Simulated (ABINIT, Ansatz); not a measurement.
# Ruthenium (P6_3/mmc): from the cell to the phonon bands, part 3 of 4

Aim: the phonon dispersion of Ruthenium (P6_3/mmc), checked by a second program.

ABINIT 10.8.3; DFT PBE, scalar-relativistic, plane waves, PseudoDojo norm-conserving pseudopotentials.

So far. Step 4 (Ground state): The cell stands at -0.91 GPa: the relaxation ran with a smoothed and higher cutoff, and the difference is a stress of the finite basis. Step 5 (Linear response at Γ): The acoustic modes at Γ come out as far as 4.0 cm⁻¹ from zero, where they should vanish, a small numerical error. The relaxed cell has a = 2.721, c = 4.303 Å (conventional setting).

## Step 7: Interpolated phonon bands

anaddb transforms the dynamical matrices to force constants and back along the path; points of the mesh come back as solved, but for the sum rule and, in polar crystals, the LO-TO term at Γ; the rest is interpolation.

File anaddb.abi:

```
ddb_filepath "all_DDB"
output_file "anaddb.abo"
outdata_prefix "anaddb"
ifcflag 1
ngqpt 3 3 2
nqshft 1
q1shft 0.0 0.0 0.0
asr 1
chneut 0
dipdip 0
dipquad 0
quadquad 0
enunit 0
eivec 0
nph1l 93
qph1l 
    0.0 0.0 0.0 1.0
    0.05 0.0 0.0 1.0
    0.1 0.0 0.0 1.0
    0.15 0.0 0.0 1.0
    0.2 0.0 0.0 1.0
    0.25 0.0 0.0 1.0
    0.3 0.0 0.0 1.0
    0.35 0.0 0.0 1.0
    0.4 0.0 0.0 1.0
    0.45 0.0 0.0 1.0
    0.5 0.0 0.0 1.0
    0.48333333 0.03333333 0.0 1.0
    0.46666667 0.06666667 0.0 1.0
    0.45 0.1 0.0 1.0
    0.43333333 0.13333333 0.0 1.0
    0.41666667 0.16666667 0.0 1.0
    0.4 0.2 0.0 1.0
    0.38333333 0.23333333 0.0 1.0
    0.36666667 0.26666667 0.0 1.0
    0.35 0.3 0.0 1.0
    0.33333333 0.33333333 0.0 1.0
    0.3 0.3 0.0 1.0
    0.26666667 0.26666667 0.0 1.0
    0.23333333 0.23333333 0.0 1.0
    0.2 0.2 0.0 1.0
    0.16666667 0.16666667 0.0 1.0
    0.13333333 0.13333333 0.0 1.0
    0.1 0.1 0.0 1.0
    0.06666667 0.06666667 0.0 1.0
    0.03333333 0.03333333 0.0 1.0
    0.0 0.0 0.0 1.0
    0.0 0.0 0.05 1.0
    0.0 0.0 0.1 1.0
    0.0 0.0 0.15 1.0
    0.0 0.0 0.2 1.0
    0.0 0.0 0.25 1.0
    0.0 0.0 0.3 1.0
    0.0 0.0 0.35 1.0
    0.0 0.0 0.4 1.0
    0.0 0.0 0.45 1.0
    0.0 0.0 0.5 1.0
    0.05 0.0 0.5 1.0
    0.1 0.0 0.5 1.0
    0.15 0.0 0.5 1.0
    0.2 0.0 0.5 1.0
    0.25 0.0 0.5 1.0
    0.3 0.0 0.5 1.0
    0.35 0.0 0.5 1.0
    0.4 0.0 0.5 1.0
    0.45 0.0 0.5 1.0
    0.5 0.0 0.5 1.0
    0.48333333 0.03333333 0.5 1.0
    0.46666667 0.06666667 0.5 1.0
    0.45 0.1 0.5 1.0
    0.43333333 0.13333333 0.5 1.0
    0.41666667 0.16666667 0.5 1.0
    0.4 0.2 0.5 1.0
    0.38333333 0.23333333 0.5 1.0
    0.36666667 0.26666667 0.5 1.0
    0.35 0.3 0.5 1.0
    0.33333333 0.33333333 0.5 1.0
    0.3 0.3 0.5 1.0
    0.26666667 0.26666667 0.5 1.0
    0.23333333 0.23333333 0.5 1.0
    0.2 0.2 0.5 1.0
    0.16666667 0.16666667 0.5 1.0
    0.13333333 0.13333333 0.5 1.0
    0.1 0.1 0.5 1.0
    0.06666667 0.06666667 0.5 1.0
    0.03333333 0.03333333 0.5 1.0
    0.0 0.0 0.5 1.0
    0.5 0.0 0.5 1.0
    0.5 0.0 0.45 1.0
    0.5 0.0 0.4 1.0
    0.5 0.0 0.35 1.0
    0.5 0.0 0.3 1.0
    0.5 0.0 0.25 1.0
    0.5 0.0 0.2 1.0
    0.5 0.0 0.15 1.0
    0.5 0.0 0.1 1.0
    0.5 0.0 0.05 1.0
    0.5 0.0 0.0 1.0
    0.33333333 0.33333333 0.5 1.0
    0.33333333 0.33333333 0.45 1.0
    0.33333333 0.33333333 0.4 1.0
    0.33333333 0.33333333 0.35 1.0
    0.33333333 0.33333333 0.3 1.0
    0.33333333 0.33333333 0.25 1.0
    0.33333333 0.33333333 0.2 1.0
    0.33333333 0.33333333 0.15 1.0
    0.33333333 0.33333333 0.1 1.0
    0.33333333 0.33333333 0.05 1.0
    0.33333333 0.33333333 0.0 1.0
```

File mrgddb.in:

```
all_DDB
merged
6
dfpt_gammao_DDB
dfpt_qo_DS1_DDB
dfpt_qo_DS2_DDB
dfpt_qo_DS3_DDB
dfpt_qo_DS4_DDB
dfpt_qo_DS5_DDB
```

On the command line:

```
$ mrgddb < mrgddb.in > mrgddb.log
$ OMP_NUM_THREADS=1 anaddb anaddb.abi > anaddb.log
```

anaddb.abo, the main output file:

```text
[banners, grids, parts of the stress and lines that vanish by symmetry left out]
-outvars_anaddb: echo values of input variables ----------------------

 Flags :
[...]
Phonon wavevector (reduced coordinates) :  0.00000  0.00000  0.00000
 Phonon energies in Hartree :
[...]
Phonon frequencies in cm-1    :
-  0.000000E+00  0.000000E+00  0.000000E+00  1.894679E+02  1.894679E+02
-  2.533542E+02
[...]
Phonon wavevector (reduced coordinates) :  0.05000  0.00000  0.00000
 Phonon energies in Hartree :
[...]
Phonon frequencies in cm-1    :
-  2.597200E+01  2.824320E+01  4.087785E+01  1.905820E+02  1.912229E+02
-  2.517478E+02
[...]
Phonon wavevector (reduced coordinates) :  0.10000  0.00000  0.00000
 Phonon energies in Hartree :
[...]
Phonon frequencies in cm-1    :
-  5.094445E+01  5.549130E+01  8.037532E+01  1.936741E+02  1.961832E+02
-  2.470573E+02
[...]
Phonon wavevector (reduced coordinates) :  0.15000  0.00000  0.00000
 Phonon energies in Hartree :
[...]
Phonon frequencies in cm-1    :
-  7.400115E+01  8.083328E+01  1.172158E+02  1.980948E+02  2.035469E+02
-  2.396624E+02
[...]
Phonon wavevector (reduced coordinates) :  0.20000  0.00000  0.00000
 Phonon energies in Hartree :
[...]
Phonon frequencies in cm-1    :
-  9.438502E+01  1.035189E+02  1.503162E+02  2.030355E+02  2.122718E+02
-  2.301742E+02
[...]
Phonon wavevector (reduced coordinates) :  0.25000  0.00000  0.00000
 Phonon energies in Hartree :
[...]
Phonon frequencies in cm-1    :
-  1.115589E+02  1.230209E+02  1.788502E+02  2.077726E+02  2.193953E+02
-  2.213277E+02
  Phonon wavevector (reduced coordinates) :  0.30000  0.00000  0.00000
 Phonon energies in Hartree :
[...]
Phonon frequencies in cm-1    :
-  1.252442E+02  1.390790E+02  2.022718E+02  2.082527E+02  2.118162E+02
-  2.298544E+02
  Phonon wavevector (reduced coordinates) :  0.35000  0.00000  0.00000
 Phonon energies in Hartree :
[...]
Phonon frequencies in cm-1    :
-  1.354276E+02  1.517256E+02  1.976852E+02  2.149362E+02  2.202891E+02
-  2.372231E+02
  Phonon wavevector (reduced coordinates) :  0.40000  0.00000  0.00000
 Phonon energies in Hartree :
[...]
Phonon frequencies in cm-1    :
-  1.423201E+02  1.613099E+02  1.884651E+02  2.170957E+02  2.327927E+02
-  2.430372E+02
  Phonon wavevector (reduced coordinates) :  0.45000  0.00000  0.00000
 Phonon energies in Hartree :
[...]
Phonon frequencies in cm-1    :
-  1.462527E+02  1.685402E+02  1.809415E+02  2.183493E+02  2.398723E+02
-  2.469887E+02
  Phonon wavevector (reduced coordinates) :  0.50000  0.00000  0.00000
 Phonon energies in Hartree :
[...]
Phonon frequencies in cm-1    :
-  1.475238E+02  1.738764E+02  1.754151E+02  2.187589E+02  2.420772E+02
-  2.484640E+02
  Phonon wavevector (reduced coordinates) :  0.48333  0.03333  0.00000
 Phonon energies in Hartree :
[...]
Phonon frequencies in cm-1    :
-  1.484437E+02  1.738452E+02  1.753170E+02  2.183087E+02  2.416151E+02
-  2.487841E+02
  Phonon wavevector (reduced coordinates) :  0.46667  0.06667  0.00000
 Phonon energies in Hartree :
[...]
Phonon frequencies in cm-1    :
-  1.511376E+02  1.737556E+02  1.750303E+02  2.170512E+02  2.402416E+02
-  2.496684E+02
  Phonon wavevector (reduced coordinates) :  0.45000  0.10000  0.00000
 Phonon energies in Hartree :
[...]
Phonon frequencies in cm-1    :
-  1.554204E+02  1.736190E+02  1.745773E+02  2.152130E+02  2.379948E+02
-  2.509381E+02
[...]
Phonon wavevector (reduced coordinates) :  0.10000  0.00000  0.50000
 Phonon energies in Hartree :
[...]
Phonon frequencies in cm-1    :
-  1.380075E+02  1.380075E+02  1.432600E+02  1.432600E+02  2.128755E+02
-  2.128755E+02
  Phonon wavevector (reduced coordinates) :  0.15000  0.00000  0.50000
 Phonon energies in Hartree :
[...]
Phonon frequencies in cm-1    :
-  1.424551E+02  1.424551E+02  1.529650E+02  1.529650E+02  2.213203E+02
-  2.213203E+02
  Phonon wavevector (reduced coordinates) :  0.20000  0.00000  0.50000
 Phonon energies in Hartree :
[...]
Phonon frequencies in cm-1    :
-  1.476649E+02  1.476649E+02  1.634255E+02  1.634255E+02  2.312458E+02
-  2.312458E+02
  Phonon wavevector (reduced coordinates) :  0.25000  0.00000  0.50000
 Phonon energies in Hartree :
[...]
Phonon frequencies in cm-1    :
-  1.533749E+02  1.533749E+02  1.731150E+02  1.731150E+02  2.411735E+02
-  2.411735E+02
  Phonon wavevector (reduced coordinates) :  0.30000  0.00000  0.50000
 Phonon energies in Hartree :
[...]
Phonon frequencies in cm-1    :
-  1.593123E+02  1.593123E+02  1.811102E+02  1.811102E+02  2.499172E+02
-  2.499172E+02
  Phonon wavevector (reduced coordinates) :  0.35000  0.00000  0.50000
 Phonon energies in Hartree :
[...]
Phonon frequencies in cm-1    :
-  1.650128E+02  1.650128E+02  1.870506E+02  1.870506E+02  2.567809E+02
-  2.567809E+02
[...]
Phonon wavevector (reduced coordinates) :  0.33333  0.33333  0.05000
 Phonon energies in Hartree :
[...]
Phonon frequencies in cm-1    :
-  1.721617E+02  1.721617E+02  2.040019E+02  2.040019E+02  2.059169E+02
-  2.581572E+02
  Phonon wavevector (reduced coordinates) :  0.33333  0.33333  0.00000
 Phonon energies in Hartree :
[...]
Phonon frequencies in cm-1    :
-  1.718896E+02  1.718896E+02  2.035047E+02  2.035047E+02  2.055437E+02
-  2.584449E+02
-
```

The job ended after 0.56 s (1 thread of Arm Neoverse V2, shared host).

Numbers from this step:

- lowest frequency on the path: 0 cm⁻¹

Anaddb. Phonon branches along the path, in cm⁻¹:

```tsv
point	branch 1	branch 2	branch 3	branch 4	branch 5	branch 6
Γ	0	0	0	190	190	253
M	148	174	175	219	242	248
K	172	172	204	204	206	258
Γ	0	0	0	190	190	253
A	134	134	134	134	205	205
L	174	174	194	194	265	265
H	175	175	229	229	234	234
A	134	134	134	134	205	205
jump to L	174	174	194	194	265	265
M	148	174	175	219	242	248
jump to H	175	175	229	229	234	234
K	172	172	204	204	206	258
```

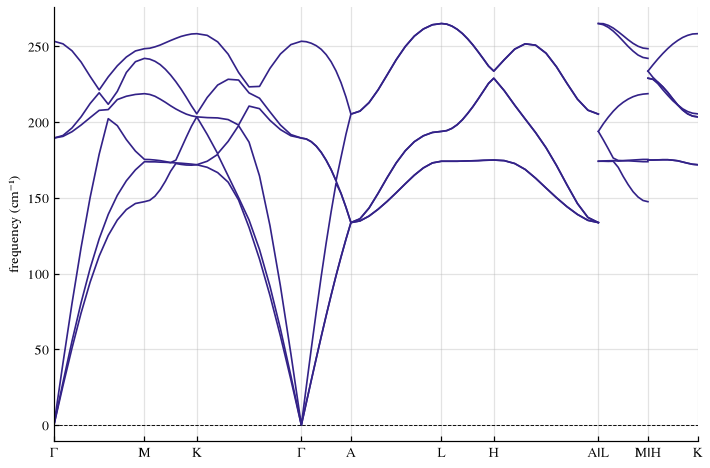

Phonon branches along the path.

All branches are real along the path.

## Step 8: Sums over the zone

Sums over the zone need many more wavevectors than were solved, so the interpolation is sampled on a dense mesh.

File anaddb.abi:

```
ddb_filepath "all_DDB"
output_file "anaddb.abo"
outdata_prefix "anaddb"
ifcflag 1
ngqpt 3 3 2
nqshft 1
q1shft 0.0 0.0 0.0
asr 1
chneut 0
dipdip 0
dipquad 0
quadquad 0
prtdos 2
ng2qpt 19 19 10
dosdeltae 4.5563e-06
ntemper 11
temperinc 100.0
tempermin 0.0
```

On the command line:

```
$ OMP_NUM_THREADS=1 anaddb anaddb.abi > anaddb.log
```

anaddb.abo, the main output file:

```text
-outvars_anaddb: echo values of input variables ----------------------

 Flags :
     ifcflag         1
 Miscellaneous information :
         asr         1
      chneut         0
 Interatomic Force Constants Inputs :
      dipdip         0
     dipquad         0
    quadquad         0
      ifcana         0
      ifcout         0
 Description of grid 1 :
        brav         1
       ngqpt         3         3         2
      nqshft         1
      q1shft
                     0.00000000E+00  0.00000000E+00  0.00000000E+00
 Phonon DOS information :
   dosdeltae  4.55630000E-06
    dossmear  4.55633525E-06
 Description of grid 2 (Fourier interp. or BZ sampling):
      ng2qpt        19        19        10
      ngrids         4
      q2shft         0.00000000E+00  0.00000000E+00  0.00000000E+00

================================================================================

 read the DDB information and perform some checks

  ==== Info on the Cryst% object ====
 Real(R)+Recip(G) space primitive vectors, cartesian coordinates (Bohr,Bohr^-1):
 R(1)=  5.1410939  0.0000000  0.0000000  G(1)=  0.1945111  0.1123011  0.0000000
 R(2)= -2.5705470  4.4523179  0.0000000  G(2)=  0.0000000  0.2246021  0.0000000
 R(3)=  0.0000000  0.0000000  8.1316696  G(3)=  0.0000000  0.0000000  0.1229760
 Unit cell volume ucvol=  1.8613216E+02 bohr^3
 Angles (23,13,12)=  9.00000000E+01  9.00000000E+01  1.20000000E+02 degrees
 Time-reversal symmetry is present
 Reduced atomic positions [iatom, xred, symbol]:
    1)    0.3333333  0.6666667  0.2500000  Ru
    2)    0.6666667  0.3333333  0.7500000  Ru

 DDB file with 6 blocks has been read.

================================================================================

 Calculation of the interatomic forces

       Homogeneous q point set in the B.Z.
 Grid q points  :       18
  1)   0.00000000E+00  0.00000000E+00  0.00000000E+00
  2)   3.33333333E-01  0.00000000E+00  0.00000000E+00
  3)  -3.33333333E-01  0.00000000E+00  0.00000000E+00
  4)   0.00000000E+00  3.33333333E-01  0.00000000E+00
  5)   3.33333333E-01  3.33333333E-01  0.00000000E+00
  6)  -3.33333333E-01  3.33333333E-01  0.00000000E+00
  7)   0.00000000E+00 -3.33333333E-01  0.00000000E+00
  8)   3.33333333E-01 -3.33333333E-01  0.00000000E+00
  9)  -3.33333333E-01 -3.33333333E-01  0.00000000E+00
 10)   0.00000000E+00  0.00000000E+00  5.00000000E-01
 11)   3.33333333E-01  0.00000000E+00  5.00000000E-01
 12)  -3.33333333E-01  0.00000000E+00  5.00000000E-01
 13)   0.00000000E+00  3.33333333E-01  5.00000000E-01
 14)   3.33333333E-01  3.33333333E-01  5.00000000E-01
 15)  -3.33333333E-01  3.33333333E-01  5.00000000E-01
 16)   0.00000000E+00 -3.33333333E-01  5.00000000E-01
 17)   3.33333333E-01 -3.33333333E-01  5.00000000E-01
 18)  -3.33333333E-01 -3.33333333E-01  5.00000000E-01

 The interatomic forces have been obtained

================================================================================

 Calculation of phonon density of states

 Average speed of sound partial sums:     0.1914405985E-02 (at units)
-                                   =           4.1881 [km/s]

 Debye frequency from partial sums:     0.1306904624E-02 (Ha)
-                                 =     0.8599019337E+01 (THz)
-Debye temperature from partial sums:     0.4126878399E+03 (K)

 Average speed of sound:     0.1999997716E-02 (at units)
-                      =           4.3754 [km/s]

 Debye frequency from DOS:     0.1365335400E-02 (Ha)
-                        =     0.8983475378E+01 (THz)
-Debye temperature from DOS:     0.4311388198E+03 (K)

-
```

The job ended after 0.68 s (1 thread).

Numbers from this step:

| Item | Value |
| --- | --- |
| share of modes beyond 3i cm⁻¹ on the dense interpolated mesh | 0 |
| zero-point energy per atom | 35.89 meV |
| heat capacity at 300 K | 23.17 J/(mol atoms K) |
| vibrational entropy at 300 K | 28.51 J/(mol atoms K) |

The phonon density of states has structure finer than the step of the table below, so its rows give means over 20 cm⁻¹, whole bins alone (the curve runs from -30 to 288 cm⁻¹). Peaks (cm⁻¹: height): 174.0: 0.120, 212.0: 0.0580, 252.0: 0.0766.

Tetrahedra. Phonon density of states against wavenumber; means over each step:

```tsv
wavenumber (cm⁻¹)	phonon density of states (1/cm⁻¹/cell)
0	3.0e-6
20	9.7e-5
40	6.0e-4
60	0.00153
80	0.00302
100	0.00547
120	0.00975
140	0.0190
160	0.0418
180	0.0641
200	0.0455
220	0.0308
240	0.0479
260	0.0293
```

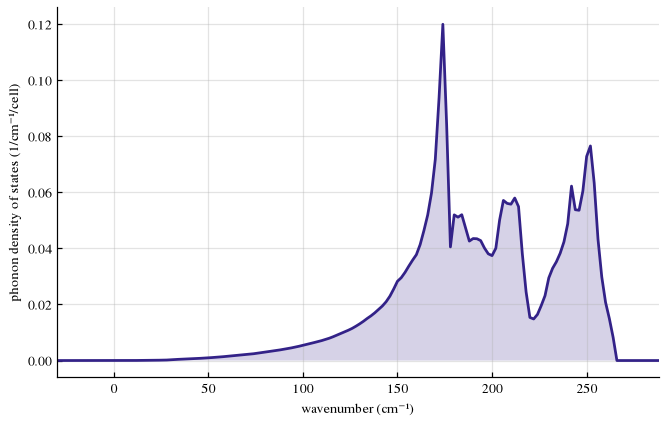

Phonon density of states against wavenumber.

Harmonic thermodynamic functions per atom, summed over the density of states scaled to three modes an atom; melting is ignored. Thermodynamic functions:

```tsv
T (K)	F_vib (meV/atom)	S (J/mol-atom/K)	C_V (J/mol-atom/K)
0	35.89	0	0
50	35.76	1.142	3.823
100	33.77	7.043	13.7
200	19.73	19.47	21.19
300	-5.38	28.51	23.17
400	-38.59	35.29	23.92
500	-78.06	40.67	24.28
600	-122.6	45.12	24.48
700	-171.4	48.91	24.6
800	-223.8	52.2	24.68
900	-279.4	55.11	24.74
1000	-337.9	57.72	24.78
```

At 300 K the heat capacity has reached 93 % of the Dulong-Petit value.

(Part 3 of 4 ends here.)

[Host names and launcher messages were left out of these logs when they were recorded.]

[Logs are printed without paths, hosts, clocks, repeated set-up lines and the standing remarks that a program may print on its own settings, such as how far it seeks lower states.]

[Hosts, paths, dates, database ids (printed as entryN), source tags and the programs' standing remarks are cut or masked in the printed files.]
